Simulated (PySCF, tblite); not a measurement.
# C5H4F radical: geometry, infrared bands and EPR parameters

Wanted: the infrared bands and EPR parameters of C5H4F radical (`C#C/[C]=C(/C)F`), by calculation.

Programs: tblite 0.8.0 and PySCF 2.14.0, with density-fitted response routines of our own. Each step states its level of theory. These are calculated values for one molecule in the gas phase, unless marked as measured. Atoms count from 0, in the outputs and in this text.

**1. The molecule as given**

10 atoms, charge 0, multiplicity 2; geometry from: force field or distance geometry start.

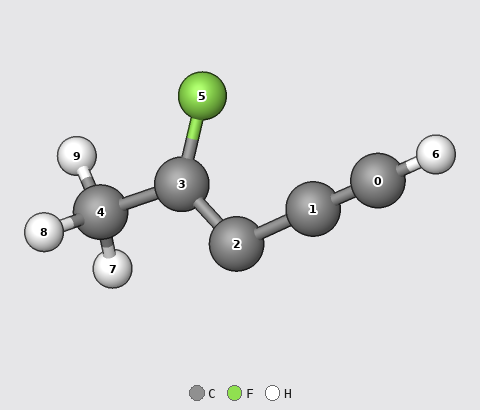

As it starts; carbon grey, fluorine green, hydrogen white, atoms numbered.

**2. Relaxing the molecule with GFN2-xTB**

What the job is given:

```
{"job": {"kind": "relax", "xc": "GFN2-xTB", "basis": "xTB"}, "charge": 0, "multiplicity": 2}
C      2.139800     1.732400    -1.436700
C      1.551000     0.808400    -0.910200
C      0.869700    -0.297400    -0.284100
C     -0.441600    -0.138400    -0.016700
C     -1.254200    -1.208200     0.627900
F     -1.011700     1.060400    -0.339600
H      2.639800     2.549300    -1.926800
H     -1.085600    -2.212500     0.190400
H     -1.063400    -1.297000     1.729600
H     -2.334900    -0.992400     0.490900
```

Launch:

```bash
> OMP_NUM_THREADS=1 python probes_run.py task.json out
```

The driver reads the jobs from task.json and runs them one after another.

Output:

```text
step      E/eV     max force
  0    -470.06713    4.021
  1    -470.31253    2.850
  2    -470.39566    3.589
  3    -470.46935    0.811
  4    -470.48673    0.701
  5    -470.51506    0.719
  6    -470.55054    0.715
  7    -470.56904    0.476
  8    -470.57790    0.262
  9    -470.58711    0.307
 10    -470.59933    0.391
 11    -470.61414    0.532
 12    -470.63104    0.475
 13    -470.64875    0.367
 14    -470.66468    0.387
 15    -470.68114    0.421
 16    -470.69833    0.489
 17    -470.71247    0.339
 18    -470.72496    1.254
 19    -470.74164    0.458
 20    -470.75582    0.364
 21    -470.77125    0.434
 22    -470.79050    0.339
 23    -470.80808    0.270
 24    -470.81989    0.227
 25    -470.82656    0.368
 26    -470.83101    0.204
 27    -470.83458    0.166
 28    -470.83887    0.235
 29    -470.84295    0.198
 30    -470.84512    0.209
 31    -470.84639    0.235
 32    -470.84898    0.272
 33    -470.85256    0.267
 34    -470.85605    0.212
 35    -470.85736    0.142
 36    -470.85735    0.120
 37    -470.85838    0.067
 38    -470.85865    0.051
 39    -470.85915    0.035
 40    -470.85929    0.035
 41    -470.85954    0.045
 42    -470.85979    0.061
 43    -470.86021    0.056
 44    -470.86070    0.077
 45    -470.86117    0.077
 46    -470.86151    0.053
 47    -470.86189    0.068
 48    -470.86246    0.070
 49    -470.86317    0.086
 50    -470.86377    0.083
 51    -470.86419    0.054
 52    -470.86461    0.058
 53    -470.86527    0.071
 54    -470.86613    0.080
 55    -470.86684    0.072
 56    -470.86727    0.052
 57    -470.86759    0.052
 58    -470.86796    0.094
 59    -470.86858    0.089
 60    -470.86975    0.085
 61    -470.87079    0.089
 62    -470.87144    0.122
 63    -470.87256    0.170
 64    -470.87365    0.120
 65    -470.87539    0.066
 66    -470.87560    0.156
 67    -470.87595    0.091
 68    -470.87608    0.065
 69    -470.87653    0.037
 70    -470.87677    0.040
 71    -470.87716    0.052
 72    -470.87744    0.053
 73    -470.87781    0.047
 74    -470.87810    0.057
 75    -470.87826    0.041
 76    -470.87841    0.036
 77    -470.87860    0.041
 78    -470.87899    0.057
 79    -470.87950    0.055
 80    -470.88002    0.058
 81    -470.88040    0.039
 82    -470.88060    0.036
 83    -470.88062    0.058
 84    -470.88075    0.032
 85    -470.88083    0.028
 86    -470.88094    0.039
 87    -470.88100    0.045
 88    -470.88106    0.035
 89    -470.88112    0.016
 90    -470.88117    0.016
 91    -470.88121    0.010
 92    -470.88122    0.005
```

Run time: 0.53 s. Hardware: 1 thread of Arm Neoverse N1, shared host.

The steps of the relaxation: (not every step is listed)

| step | energy from step 0 (eV) | largest force (eV/Å) |
| --- | --- | --- |
| 0 | 0.0000 | 4.0207 |
| 1 | -0.2454 | 2.8505 |
| 2 | -0.3285 | 3.5886 |
| 3 | -0.4022 | 0.8111 |
| 4 | -0.4196 | 0.7011 |
| 5 | -0.4479 | 0.7191 |
| 6 | -0.4834 | 0.7153 |
| 7 | -0.5019 | 0.4761 |
| 8 | -0.5108 | 0.2623 |
| 15 | -0.6140 | 0.4209 |
| 22 | -0.7234 | 0.3391 |
| 29 | -0.7758 | 0.1976 |
| 36 | -0.7902 | 0.1199 |
| 43 | -0.7931 | 0.0559 |
| 50 | -0.7966 | 0.0832 |
| 57 | -0.8005 | 0.0525 |
| 64 | -0.8065 | 0.1195 |
| 71 | -0.8100 | 0.0518 |
| 78 | -0.8119 | 0.0565 |
| 85 | -0.8137 | 0.0283 |
| 87 | -0.8139 | 0.0450 |
| 88 | -0.8139 | 0.0352 |
| 89 | -0.8140 | 0.0163 |
| 90 | -0.8140 | 0.0161 |
| 91 | -0.8141 | 0.0104 |
| 92 | -0.8141 | 0.0049 |

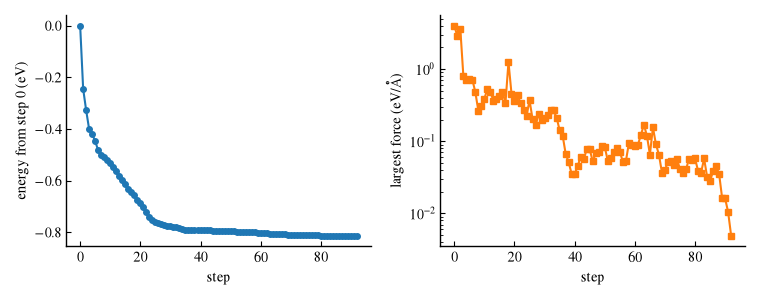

Energy and largest force along the relaxation.

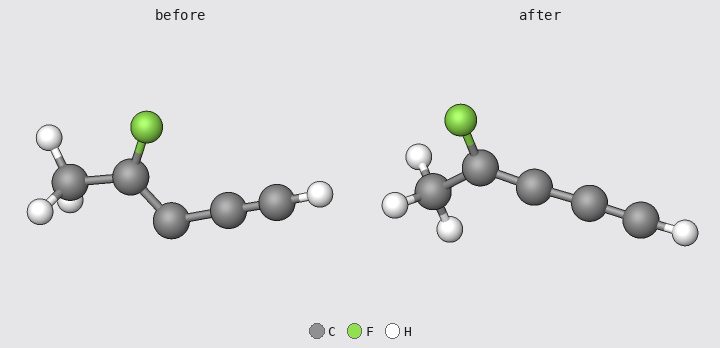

The geometry before (left) and after (right).

Distances of close pairs at the start and the end, largest changes first:

| bond | before (Å) | after (Å) | change (Å) |
| --- | --- | --- | --- |
| C1–C2 | 1.442 | 1.312 | -0.130 |
| C2–C3 | 1.348 | 1.299 | -0.049 |
| C4–H8 | 1.122 | 1.090 | -0.032 |
| C0–H6 | 1.076 | 1.048 | -0.028 |
| C4–H7 | 1.108 | 1.086 | -0.023 |
| C4–H9 | 1.111 | 1.090 | -0.021 |
| C0–C1 | 1.216 | 1.226 | +0.011 |
| C3–F5 | 1.366 | 1.373 | +0.007 |

The final coordinates are the input of the step that follows.

**3. Vibrational analysis with GFN2-xTB**

What the job is given:

```
{"job": {"kind": "ir", "xc": "GFN2-xTB", "basis": "xTB"}, "charge": 0, "multiplicity": 2}
C      2.403392     1.457498    -1.547874
C      1.384898     1.036697    -1.009488
C      0.318599     0.532443    -0.435036
C     -0.778216     0.131183     0.133196
C     -1.124321    -1.255394     0.564044
F     -1.787996     1.021838     0.404248
H      3.254133     1.860841    -2.007696
H     -0.309576    -1.936736     0.339396
H     -1.324289    -1.263003     1.635513
H     -2.027742    -1.580713     0.048326
```

Output:

```text
mode    cm-1     km/mol
  1      46.3      1.34
  2     121.8      0.50
  3     151.4      0.03
  4     275.5      4.85
  5     337.6      1.74
  6     365.7      3.62
  7     412.1      4.05
  8     440.0     22.59
  9     484.8      6.92
 10     601.9     16.38
 11     699.2     39.04
 12     938.3     54.27
 13    1006.8     15.83
 14    1098.2    136.43
 15    1187.5     73.68
 16    1379.3      9.05
 17    1449.3      5.20
 18    1458.5     11.13
 19    1859.3     74.36
 20    2072.0      5.06
 21    3003.6     11.45
 22    3016.3     12.51
 23    3066.3     14.00
 24    3399.6     21.87
```

Run time: 0.26 s. Hardware: 1 thread of Arm Neoverse N1, shared host.

Which atoms move in the most intense modes:

| cm⁻¹ | km/mol | atoms |
| --- | --- | --- |
| 440 | 22.6 | H6 49 %, F5 17 %, C2 12 % |
| 602 | 16.4 | H6 79 % |
| 699 | 39.0 | F5 31 %, C4 29 %, C0 16 %, C1 11 % |
| 938 | 54.3 | H7 24 %, C3 20 %, F5 18 %, C4 12 % |
| 1098 | 136.4 | C3 51 %, H7 24 %, C4 17 % |
| 1188 | 73.7 | C3 42 %, C2 16 %, C0 14 %, C4 13 % |
| 1859 | 74.4 | C2 51 %, C3 33 %, C0 11 % |
| 3400 | 21.9 | H6 88 %, C0 11 % |

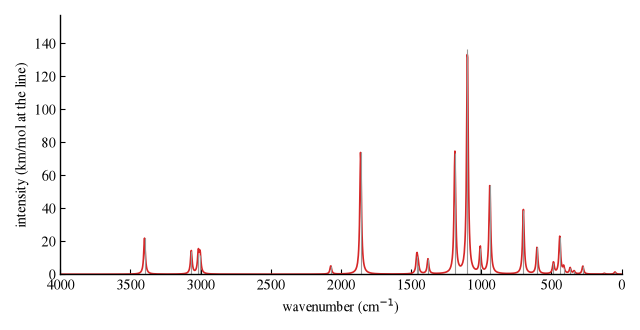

The infrared spectrum from these modes, unscaled. Lines are broadened to a width of 14 cm⁻¹ (Lorentzian).

**4. g tensor and hyperfine couplings: B3LYP/pcH-1**

Same as in step 3 but for these lines:

```diff
@@ -1,2 +1,2 @@
-{"job": {"kind": "ir", "xc": "GFN2-xTB", "basis": "xTB"}, "charge": 0, "multiplicity": 2}
+{"job": {"kind": "epr", "basis": "pcH-1"}, "charge": 0, "multiplicity": 2}
 C      2.403392     1.457498    -1.547874
```

Level: UKS B3LYP, pcH-1 on C F H, non-relativistic, mean-field spin-orbit, GIAO.

Output:

```text
UKS, coarse grid
  cycle   1  E = -292.58773691  |g| = 3.94e-01
  cycle   2  E = -292.52953685  |g| = 5.81e-01
  cycle   3  E = -292.64485160  |g| = 8.98e-02
  cycle   4  E = -292.64789107  |g| = 5.23e-02
  cycle   5  E = -292.64927708  |g| = 2.53e-02
  cycle   6  E = -292.64963497  |g| = 7.30e-03
  cycle   7  E = -292.64969049  |g| = 4.94e-03
  cycle   8  E = -292.64972157  |g| = 2.68e-03
  cycle   9  E = -292.64973490  |g| = 1.16e-03
  cycle  10  E = -292.64973982  |g| = 5.70e-04
UKS, final grid
  cycle   1  E = -292.64976582  |g| = 5.01e-04
  cycle   2  E = -292.64976599  |g| = 8.15e-04
  cycle   3  E = -292.64976642  |g| = 2.61e-04
  cycle   4  E = -292.64976658  |g| = 1.99e-04
  cycle   5  E = -292.64976674  |g| = 1.31e-04
  cycle   6  E = -292.64976675  |g| = 3.10e-05
  cycle   7  E = -292.64976675  |g| = 1.42e-05
E = -292.64976675 Eh   <S^2> = 0.7765 (exact 0.7500)
g shifts (ppm)      1          2          3
  rmc          -158       -158       -158
  gc             29         50         14
  oz_so       -1027        154        443
  total       -1156         47        299
hyperfine (MHz)  atom isotope    a_iso     a_fc   dipolar eigenvalues
    0   13C      52.79      52.79    -51.47    -32.24     83.71
    1   13C     -72.90     -72.90    -21.69     -3.06     24.75
    2   13C      68.24      68.24    -63.63    -47.29    110.91
    3   13C     -21.87     -21.87    -17.39      6.28     11.12
    4   13C      27.56      27.56     -3.38     -2.64      6.02
    5   19F     226.22     226.22   -122.88    -74.27    197.16
    6    1H     -48.04     -48.04    -21.63     -2.96     24.59
    7    1H       6.90       6.90     -4.10     -1.35      5.45
    8    1H      -1.99      -1.99     -2.06     -0.74      2.80
    9    1H      -2.07      -2.07     -2.06     -0.74      2.80
```

Wall time 40 s (1 thread of Arm Neoverse N1, shared host); peak memory 0.65 GiB.

Principal g values 2.00116, 2.00237, 2.00262; g(iso) = 2.00205, against 2.00232 for a free electron.

Mean a(iso) over the nuclei that a row names, and the largest dipolar term of the row (other rows stand at the frozen geometry):

| nuclei | isotope | a(iso) (MHz) | a(iso) (G, at g = 2.0023) | largest dipolar term (MHz) |
| --- | --- | --- | --- | --- |
| F5 | 19F | 226.2 | 80.7 | 197.2 |
| C1 | 13C | -72.9 | -26.0 | 24.8 |
| C2 | 13C | 68.2 | 24.4 | 110.9 |
| C0 | 13C | 52.8 | 18.8 | 83.7 |
| H6 | 1H | -48.0 | -17.1 | 24.6 |
| C4 | 13C | 27.6 | 9.8 | 6.0 |
| C3 | 13C | -21.9 | -7.8 | -17.4 |
| H7, H8, H9 | 1H | 0.9 | 0.3 | 5.5 |

Mulliken spin populations:

| atom | value (e) |
| --- | --- |
| C0 | 0.62 |
| C1 | -0.28 |
| C2 | 0.72 |
| C3 | -0.10 |
| C4 | 0.03 |
| F5 | 0.03 |
| H6 | -0.03 |
| H7 | 0.00 |
| H8 | 0.00 |
| H9 | 0.00 |

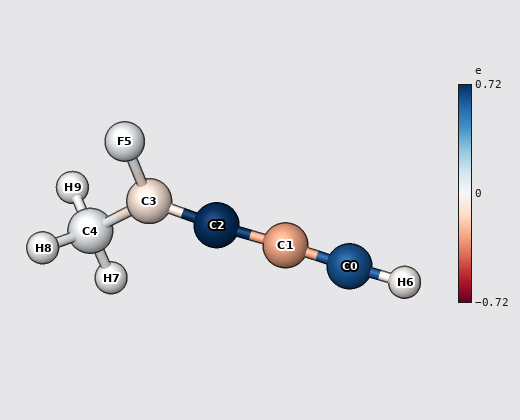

Mulliken spin populations, as colours on the atoms.

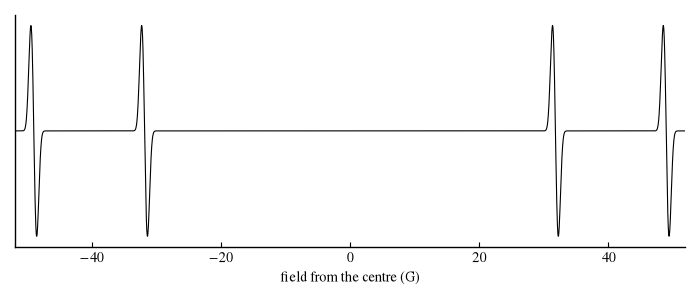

First-order isotropic spectrum (first derivative, main isotopes with spin only, couplings over 0.8 MHz, Gaussian width 0.3 G; couplings of the frozen geometry, rotation of groups not averaged beyond the rows shown).

The fields below are evaluated on a grid from the run's orbitals.

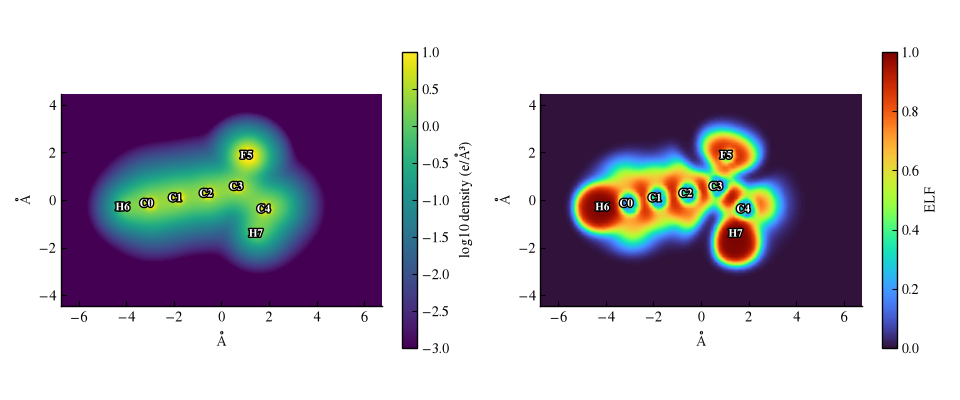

Density (left) and ELF (right) in a plane through or near 8 of the atoms.

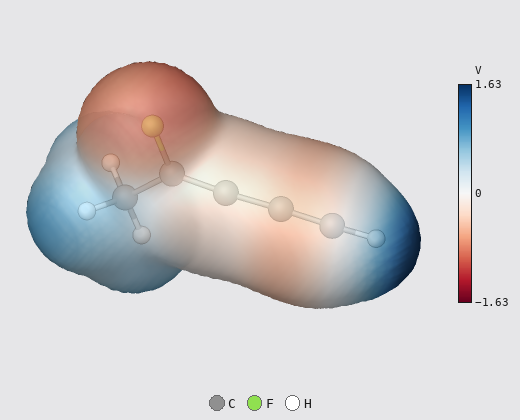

The potential that a unit positive charge feels on the 0.002 e/bohr³ surface, from -0.91 V near F5 to 1.63 V near H6.

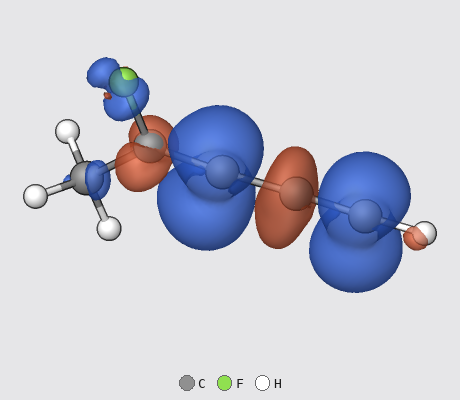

Spin density at ±0.03 e/Å³ (alpha excess blue, beta excess red).

**5. Results**

| quantity | value |
| --- | --- |
| strongest single infrared mode (GFN2-xTB) | 1098 cm⁻¹, 136 km/mol |
| zero-point energy (GFN2-xTB) | 41.3 kcal/mol |
| g(iso) (B3LYP) | 2.00205 |
| ⟨S²⟩ | 0.777 (exact 0.75) |
| largest a(iso) (averaged by class) | 19F on F5, 226.2 MHz |
| surface potential, least and greatest | -0.91 V and 1.63 V |

**Reading.** The optimisation took 92 steps and gained 0.814 eV; among the close pairs (by a distance rule), C1–C2 changed most, from 1.442 to 1.312 Å. All 24 modes are real, so the xTB geometry is a minimum. The strongest single mode, at 1098 cm⁻¹, moves mainly C3. Unscaled tight-binding wavenumbers are off by several per cent, some by more. Its intensities can rank the bands wrongly. The largest spin populations lie on C2 (0.72 e), C0 (0.62 e). The isotropic g lies 0.3 ppt below the free-electron value.
